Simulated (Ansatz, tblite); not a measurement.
Ligand exchange: CHBrCl2 + BHF2 → CH2Cl2 + BBrF2

Species: CHBrCl2 `ClC(Cl)Br`, singlet; BHF2 `FBF`, singlet; CH2Cl2 (dichloromethane) `ClCCl`, singlet; BBrF2 `FB(F)Br`, singlet. The partners trade Br for H: C–Br and B–H bonds give way to C–H and B–Br.

Shapes, held fixed at every level: PBE0-D4/def2-TZVP. Programs: Ansatz 0.2.0, tblite 0.8.0. The zero-point and thermal change to 298 K, harmonic and unscaled (PBE0-D4/def2-TZVP), is +5.8 kJ/mol.

**The experiment to reproduce.** Tabulated heats of formation (Active Thermochemical Tables, NIST-JANAF tables): CHBrCl2 -51.5 (ATcT); BHF2 -733.9 (JANAF); CH2Cl2 -94.7 (ATcT); BBrF2 -820.1 (JANAF) kJ/mol, which give ΔH(298 K) = -129.4 kJ/mol.

```
                level                    kind  ΔH (kJ/mol)  computed − measured
             GFN1-xTB          semi-empirical       -148.5                -19.1
          HF/def2-SVP            Hartree–Fock       -158.0                -28.7
   PBE0-D4/def2-TZVPP           global hybrid       -134.8                 -5.4
r2SCAN0-D4/def2-TZVPP           global hybrid       -140.8                -11.4
   wB97X-V/def2-TZVPP  range-separated hybrid       -132.9                 -3.5
         MP2/def2-SVP     perturbation theory       -139.4                -10.0
       MP2/def2-TZVPP     perturbation theory       -128.5                 +0.8
     CCSD(T)/def2-SVP   coupled cluster or CI       -140.3                -10.9
   CCSD(T)/def2-TZVPP   coupled cluster or CI       -131.8                 -2.4
```

Nearest: MP2/def2-TZVPP (+0.8); farthest: HF/def2-SVP (-28.7). 4 of 9 levels lie within 10 kJ/mol. The tabulated values of BHF2, BBrF2 are in doubt (older tables, estimates, or at odds with other calculations) and kept here. Relativity is left out for Br. Outer-core shells of Br are correlated, in sets that cover them unevenly.

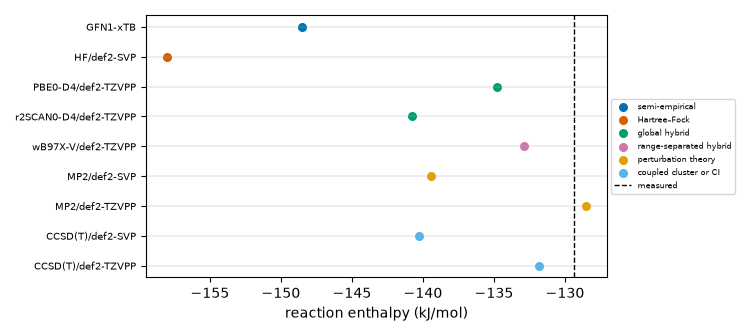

The values of the table, level by level.
